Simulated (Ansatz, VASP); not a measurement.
# Al5AgS8 (Al5AgS8 (F-43m)) in two plane-wave programs, part 2 of 2

Aim: how closely do two programs agree when they are given the same cell, functional and k mesh?

VASP 6.6.1 and Ansatz 0.2.0.

So far. Step 2 (VASP: single point, PBEsol): The run ends at a pressure of 0.20 GPa, with forces up to 0.16 eV/Å.

### Step 3. Ansatz: single point, PBEsol

Level of this step: Ansatz beside VASP: Kohn-Sham DFT, plane waves, PBEsol (Ansatz).

Ansatz runs on its default PAW (the set named soft_2) files.

The same cell, functional, mesh and smearing now go to Ansatz, which takes its cutoff from its data sets.

The input, input.yaml:

```yaml
crystal:
  lattice:
    - [10.067345348, 0.0, 0.0]
    - [0.0, 0.0, -10.067345348]
    - [0.0, 10.067345348, 0.0]
  atoms:
    - { symbol: Al, position: [0.6185261051, 0.3814738949, 0.1185261051] }
    - { symbol: Al, position: [0.1185261051, 0.3814738949, 0.6185261051] }
    - { symbol: Al, position: [0.1185261051, 0.8814738949, 0.1185261051] }
    - { symbol: Al, position: [0.6185261051, 0.8814738949, 0.6185261051] }
    - { symbol: Al, position: [0.8814738948, 0.3814738949, 0.3814738949] }
    - { symbol: Al, position: [0.3814738949, 0.3814738949, 0.8814738948] }
    - { symbol: Al, position: [0.3814738949, 0.8814738949, 0.3814738949] }
    - { symbol: Al, position: [0.8814738948, 0.8814738949, 0.8814738948] }
    - { symbol: Al, position: [0.8814738948, 0.1185261051, 0.1185261051] }
    - { symbol: Al, position: [0.3814738949, 0.1185261051, 0.6185261051] }
    - { symbol: Al, position: [0.3814738949, 0.6185261052, 0.1185261051] }
    - { symbol: Al, position: [0.8814738948, 0.6185261052, 0.6185261051] }
    - { symbol: Al, position: [0.6185261051, 0.1185261051, 0.3814738949] }
    - { symbol: Al, position: [0.1185261051, 0.1185261051, 0.8814738948] }
    - { symbol: Al, position: [0.1185261051, 0.6185261052, 0.3814738949] }
    - { symbol: Al, position: [0.6185261051, 0.6185261052, 0.8814738948] }
    - { symbol: Al, position: [0.0, 0.0, 0.5] }
    - { symbol: Al, position: [0.5, 0.0, 0.0] }
    - { symbol: Al, position: [0.5, 0.5, 0.5] }
    - { symbol: Al, position: [0.0, 0.5, 0.0] }
    - { symbol: Ag, position: [0.25, 0.75, 0.75] }
    - { symbol: Ag, position: [0.75, 0.75, 0.25] }
    - { symbol: Ag, position: [0.75, 0.25, 0.75] }
    - { symbol: Ag, position: [0.25, 0.25, 0.25] }
    - { symbol: S, position: [0.3861298346, 0.6138701654, 0.8861298346] }
    - { symbol: S, position: [0.8861298346, 0.6138701654, 0.3861298346] }
    - { symbol: S, position: [0.8861298346, 0.1138701654, 0.8861298346] }
    - { symbol: S, position: [0.3861298346, 0.1138701654, 0.3861298346] }
    - { symbol: S, position: [0.1138701605, 0.6138701654, 0.6138701605] }
    - { symbol: S, position: [0.6138701605, 0.6138701654, 0.1138701605] }
    - { symbol: S, position: [0.6138701605, 0.1138701654, 0.6138701605] }
    - { symbol: S, position: [0.1138701605, 0.1138701654, 0.1138701605] }
    - { symbol: S, position: [0.1138701605, 0.8861298396, 0.8861298346] }
    - { symbol: S, position: [0.6138701605, 0.8861298396, 0.3861298346] }
    - { symbol: S, position: [0.6138701605, 0.3861298395, 0.8861298346] }
    - { symbol: S, position: [0.1138701605, 0.3861298395, 0.3861298346] }
    - { symbol: S, position: [0.3861298346, 0.8861298396, 0.6138701605] }
    - { symbol: S, position: [0.8861298346, 0.8861298396, 0.1138701605] }
    - { symbol: S, position: [0.8861298346, 0.3861298395, 0.6138701605] }
    - { symbol: S, position: [0.3861298346, 0.3861298395, 0.1138701605] }
    - { symbol: S, position: [0.8664006409, 0.1335993591, 0.3664006409] }
    - { symbol: S, position: [0.3664006409, 0.1335993591, 0.8664006409] }
    - { symbol: S, position: [0.3664006409, 0.6335993591, 0.3664006409] }
    - { symbol: S, position: [0.8664006409, 0.6335993591, 0.8664006409] }
    - { symbol: S, position: [0.1335993592, 0.1335993591, 0.6335993592] }
    - { symbol: S, position: [0.6335993592, 0.1335993591, 0.1335993592] }
    - { symbol: S, position: [0.6335993592, 0.6335993591, 0.6335993592] }
    - { symbol: S, position: [0.1335993592, 0.6335993591, 0.1335993592] }
    - { symbol: S, position: [0.1335993592, 0.8664006408, 0.3664006409] }
    - { symbol: S, position: [0.6335993592, 0.8664006408, 0.8664006409] }
    - { symbol: S, position: [0.6335993592, 0.3664006408, 0.3664006409] }
    - { symbol: S, position: [0.1335993592, 0.3664006408, 0.8664006409] }
    - { symbol: S, position: [0.8664006409, 0.8664006408, 0.6335993592] }
    - { symbol: S, position: [0.3664006409, 0.8664006408, 0.1335993592] }
    - { symbol: S, position: [0.3664006409, 0.3664006408, 0.6335993592] }
    - { symbol: S, position: [0.8664006409, 0.3664006408, 0.1335993592] }
hamiltonian:
  xc: pbesol
  pseudopotentials: { kind: paw }
kpoints:
  mp_grid: { grid: [1, 1, 1] }
scf:
  occupations: { method: gaussian, width: 0.05 }
  n_extra_bands: 18
output:
  forces: true
  stress: true
  eigenvalues: true
  write_density: true
  write_potential: true
  elf: true
  volumetric_format: npy
```

Command:

```console
$ ansatz run input.yaml --threads 4 --pin off --max-ram 18432MiB --backend cpu --events-out ev --progress --plain --runs-dir out
```

Numbers of over 12 decimals in the logs are rounded to 6 here.

What it wrote:

```text
scf.n_extra_bands = 18 over 164 filled bands (N_el = 328.0): the run solves 182 bands
Engine: ansatz 0.2.0, aarch64-unknown-linux-gnu
Pseudopotentials: kind: paw
Pseudopotential: Al, paw, valence charge 3, recommended cutoff 420 eV (normal), Al.paw.azcp
Pseudopotential: Ag, paw, valence charge 19, recommended cutoff 420 eV (normal), Ag.paw.azcp
Pseudopotential: S, paw, valence charge 6, recommended cutoff 420 eV (normal), S.paw.azcp
Functional definition: PBEsol
  exchange = pbesol_x
  correlation = pbesol_c
Crystal: 56 atoms, lattice volume = 1020.340 Å³
Basis set: ecut = 420 eV, 20005 PW (Γ), exchange–correlation on 144×144×144 points (8 copies of the dense FFT grid, shifted against one another)
Bands: 182, of which v1, the nominal top of the filled ones, is band 164 counted from 1 (163 counted from 0)
Symmetry: 96 space group operations
Space group: F-43m (ITA 216), of the structure as read, at distance tolerance 1.0e-4 Å
k-points: 1
Non-local potential: Al, projectors of the file, l = 0: 2, l = 1: 2, l = 2: 1
Non-local potential: Ag, projectors of the file, l = 0: 3, l = 1: 2, l = 2: 2, l = 3: 1
Non-local potential: S, projectors of the file, l = 0: 2, l = 1: 2, l = 2: 2
PAW form: soft (Blöchl's): semilocal exchange-correlation on the pseudo side does not see the compensation charge
PAW frozen core: Al, regenerated for the run's functional, and the local potential with it (the file was generated under x = pbe(κ = 0.804, μ = 0.219515), c = pbe(β = 0.066725))
PAW frozen core: Ag, regenerated for the run's functional, and the local potential with it (the file was generated under x = pbe(κ = 0.804, μ = 0.219515), c = pbe(β = 0.066725))
PAW frozen core: S, regenerated for the run's functional, and the local potential with it (the file was generated under x = pbe(κ = 0.804, μ = 0.219515), c = pbe(β = 0.066725))
PAW one-centre angular grid: Al, 110 points (default); XC on 64 Gauss nodes
PAW one-centre angular grid: Ag, 590 points (default); XC on 64 Gauss nodes
PAW one-centre angular grid: S, 110 points (default); XC on 64 Gauss nodes
Initial density: superposition of atomic densities (neutral atoms: chi_scale 0, normalization atom), corrected by the library's trained network
Initial wavefunctions: pseudopotential atomic-orbital guess
Functional: x = pbesol(κ = 0.804, μ = 0.123457), c = pbesol(β = 0.046)
SCF iter   1: F=—  HF=-68951.354299 eV  |F-HF|=—  |Δ(HF+E_count)|=         —  Δρ=5.93e-3  dr2=4.60e-1  ethr=1.77e-3  ⟨swp⟩=6.0  Hψ=786  notcnv=0
preconditioner: auto → Resta (q_TF=auto, 2.258 Å⁻¹)  ε∞=6.7  [insulator: Δε(μ)=1.420 eV  Ē_g=8.409 eV  σ=0.050 eV  W_gap=1.00  n_scr=202 (ndim 8)  ℏωp=20.0 eV  f_vac=0.000  D(μ)=0.00/eV (n_scr^D=0)  ε∞_Penn≈6.7]
SCF iter   2: F=—  HF=-68951.247933 eV  |F-HF|=—  |Δ(HF+E_count)|=   1.06e-1  Δρ=2.04e-3  dr2=4.74e-2  ethr=1.40e-4  ⟨swp⟩=2.0  Hψ=383  notcnv=0  defer=7
SCF iter   3: F=—  HF=-68951.240928 eV  |F-HF|=—  |Δ(HF+E_count)|=   7.00e-3  Δρ=9.32e-4  dr2=1.28e-2  ethr=1.45e-5  ⟨swp⟩=2.0  Hψ=250  notcnv=0  defer=7
SCF iter   4: F=—  HF=-68951.239773 eV  |F-HF|=—  |Δ(HF+E_count)|=   1.16e-3  Δρ=2.35e-4  dr2=9.02e-4  ethr=3.90e-6  ⟨swp⟩=2.0  Hψ=277  notcnv=0  defer=7
SCF iter   5: F=—  HF=-68951.240047 eV  |F-HF|=—  |Δ(HF+E_count)|=   2.74e-4  Δρ=5.47e-5  dr2=4.40e-5  ethr=2.75e-7  ⟨swp⟩=2.0  Hψ=284  notcnv=0  defer=7
SCF iter   6: F=—  HF=-68951.240313 eV  |F-HF|=—  |Δ(HF+E_count)|=   2.67e-4  Δρ=1.15e-5  dr2=1.37e-6  ethr=1.34e-8  ⟨swp⟩=2.0  Hψ=316  notcnv=0  defer=7
SCF iter   7: F=-68951.240314 eV  HF=-68951.240314 eV  |F-HF|=3.86e-8  |Δ(HF+E_count)|=   1.03e-6  Δρ=2.26e-6  dr2=8.42e-8  ethr=3.05e-11  ⟨swp⟩=13.0  Hψ=1627  notcnv=0
SCF 1 converged in 7 iterations: F = -68951.240314 eV  dr2 = 8.42e-8
  greatest PAW one-centre occupation: 1.001 electrons in one spin orbital (limit 2), on the Ag atom at site 23 (counted from 0), in its partial waves of l = 0
SCF converged after 7 iterations
Free energy (F): -68951.240314 eV
Harris-Foulkes:  -68951.240314 eV  (|F-HF|=3.86e-8)
Internal energy: -68951.240314 eV  (E = F + TS)
E sigma→0 (E₀):  -68951.240314 eV
Fermi energy:    7.606651 eV
--- Per-component energies (eV) ---
  E_band       = -1347.096746
  E_kinetic    = 6064.356817
  E_local      = -20353.373379  (includes V_loc(G=0)·N_el)
  E_nonlocal   = 1429.307672
  E_hartree    = 8871.928972
  E_xc         = -4629.324888
  E_vxc        = -4358.972954  (∫ρ·V_xc dr)
  E_paw        = -43123.865972  (= ΣΔE_a)
  E_vpaw       = -1872.266485  (= ΣTr[D̂ρ^β])
  E_aug_tail   = 0.001160  (compensation charges beyond the density's cutoff)
  E_ewald      = -17213.926812
  E_core_change = 3.656114  (= ΣΔE_core)
  E_smearing   = -0.000000  (= −TS)
  E_closure    = -0.000000  (closes the sum)
  Σ components = -68951.240314   (vs F -68951.240314, Δ=0.00e0)
--- Forces (eV/Å), atoms counted from 1 ---
  atom   1  Al     0.07862359     0.07862359     0.07862359
  atom   2  Al     0.07862359     0.07862359     0.07862359
  atom   3  Al     0.07862359     0.07862359     0.07862359
  atom   4  Al     0.07862359     0.07862359     0.07862359
  atom   5  Al    -0.07862359    -0.07862359     0.07862359
  atom   6  Al    -0.07862359    -0.07862359     0.07862359
  atom   7  Al    -0.07862359    -0.07862359     0.07862359
  atom   8  Al    -0.07862359    -0.07862359     0.07862359
  atom   9  Al    -0.07862359     0.07862359    -0.07862359
  atom  10  Al    -0.07862359     0.07862359    -0.07862359
  atom  11  Al    -0.07862359     0.07862359    -0.07862359
  atom  12  Al    -0.07862359     0.07862359    -0.07862359
  atom  13  Al     0.07862359    -0.07862359    -0.07862359
  atom  14  Al     0.07862359    -0.07862359    -0.07862359
  atom  15  Al     0.07862359    -0.07862359    -0.07862359
  atom  16  Al     0.07862359    -0.07862359    -0.07862359
  atom  17  Al     0.00000000    -0.00000000     0.00000000
  atom  18  Al     0.00000000    -0.00000000    -0.00000000
  atom  19  Al     0.00000000    -0.00000000    -0.00000000
  atom  20  Al     0.00000000    -0.00000000     0.00000000
  atom  21  Ag     0.00000000    -0.00000000     0.00000000
  atom  22  Ag     0.00000000    -0.00000000    -0.00000000
  atom  23  Ag     0.00000000    -0.00000000    -0.00000000
  atom  24  Ag     0.00000000    -0.00000000    -0.00000000
[...]
atom  49  S     -0.06369824     0.06369824    -0.06369824
  atom  50  S     -0.06369824     0.06369824    -0.06369824
  atom  51  S     -0.06369824     0.06369824    -0.06369824
  atom  52  S     -0.06369824     0.06369824    -0.06369824
  atom  53  S      0.06369824    -0.06369824    -0.06369824
  atom  54  S      0.06369824    -0.06369824    -0.06369824
  atom  55  S      0.06369824    -0.06369824    -0.06369824
  atom  56  S      0.06369824    -0.06369824    -0.06369824
  max |Σ_I F_I| component: 3.33e-16 eV/Å
--- Stress (GPa, compression-positive) ---
        0.445873       0.000000      -0.000000
       -0.000000       0.445873      -0.000000
       -0.000000       0.000000       0.445873
  P = ⅓ Tr σ = 0.4459 GPa (4.459 kbar)
--- Band table (eV) ---
  k-point 0: bands = [... 160 lower, 6.4635, 6.8434, 6.8434, 6.8434, 8.3681, 8.6299, 8.6299, 8.6299, ... 14 higher]
```

It took 8.2 s on 4 threads of Arm Neoverse V1, shared host; peak memory 0.97 GiB.

The run ends at a pressure of 0.45 GPa, with forces up to 0.14 eV/Å.

### Step 4. Side by side

Known differences besides the PAW data sets themselves: the data sets hold 328 valence electrons in Ansatz (default PAW (the set named soft_2) files) and 296 in VASP; the cutoff is 420 eV in Ansatz and 300 eV in VASP (PREC = Normal, projectors in real space); Ansatz makes its cores anew for this functional, VASP keeps those of its PBE data sets; VASP leaves aspherical gradient terms in its spheres out (LASPH is not set), Ansatz keeps them. Total energies have different zeros and are not compared.

The two programs side by side:

| quantity | Ansatz | VASP | difference |
| --- | --- | --- | --- |
| pressure (GPa) | 0.45 | 0.20 | +0.24 |
| gap on the k mesh (eV) | 1.525 | 1.535 | -0.010 |

Forces on 10 of the 56 atoms, picked by the larger force of the two programs (eV/Å; atoms numbered as in POSCAR):

| atom | Ansatz x, y, z | VASP x, y, z |
| --- | --- | --- |
| Al1 | 0.079, 0.079, 0.079 | 0.091, 0.091, 0.091 |
| Al2 | 0.079, 0.079, 0.079 | 0.091, 0.091, 0.091 |
| Al3 | 0.079, 0.079, 0.079 | 0.091, 0.091, 0.091 |
| Al4 | 0.079, 0.079, 0.079 | 0.091, 0.091, 0.091 |
| Al5 | -0.079, -0.079, 0.079 | -0.091, -0.091, 0.091 |
| Al6 | -0.079, -0.079, 0.079 | -0.091, -0.091, 0.091 |
| Al7 | -0.079, -0.079, 0.079 | -0.091, -0.091, 0.091 |
| Al8 | -0.079, -0.079, 0.079 | -0.091, -0.091, 0.091 |
| Al9 | -0.079, 0.079, -0.079 | -0.091, 0.091, -0.091 |
| Al10 | -0.079, 0.079, -0.079 | -0.091, 0.091, -0.091 |

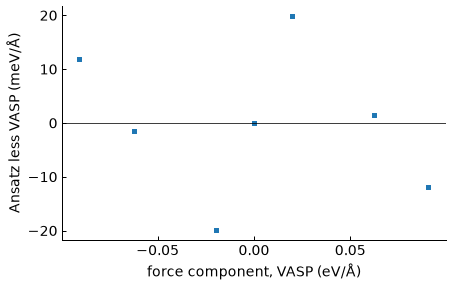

Difference of the force components against their size.

The forces differ by 12 meV/Å r.m.s., which is 20.8 % of the r.m.s. force of 0.06 eV/Å (both taken over all components).

### Step 5. Further runs

The difference is large enough to ask for its cause, so further runs change the set-up of one program at a time, as the table lists.

| run | r.m.s. force difference (meV/Å) |
| --- | --- |
| as above | 12 |
| cores kept as stored, as VASP does, whose cores stay as stored | 9.3 |
| Ansatz's larger PAW set (cutoff 1050 eV) | 12 |
| norm-conserving potentials (cutoff 1116 eV) | 10 |

### Step 6. What came out

| Quantity | Value |
| --- | --- |
| r.m.s. force difference (single point, PBEsol) | 12 meV/Å |

**Reading.** The r.m.s. force difference is 12 meV/Å (single point, PBEsol), at about the 12 meV/Å picked in this series as the mark of a large difference. For single point, PBEsol: no further run halves the r.m.s. force difference; only Ansatz's side was varied, and Ansatz's runs with other potentials lie closer to each other than to VASP, which for this quantity points to VASP's side; this was not tested here. How closely two codes agree says nothing of how well the functional describes the real material.

[Lines on the potential files, build, host, timing and source positions are cut from VASP's logs without a mark.]

[Logs are printed without paths, hosts, clocks, repeated set-up lines and the standing remarks that a program may print on its own settings, such as how far it seeks lower states.]

[Hosts, paths, dates, database ids (printed as entryN), source tags and the programs' standing remarks are cut or masked in the printed files.]
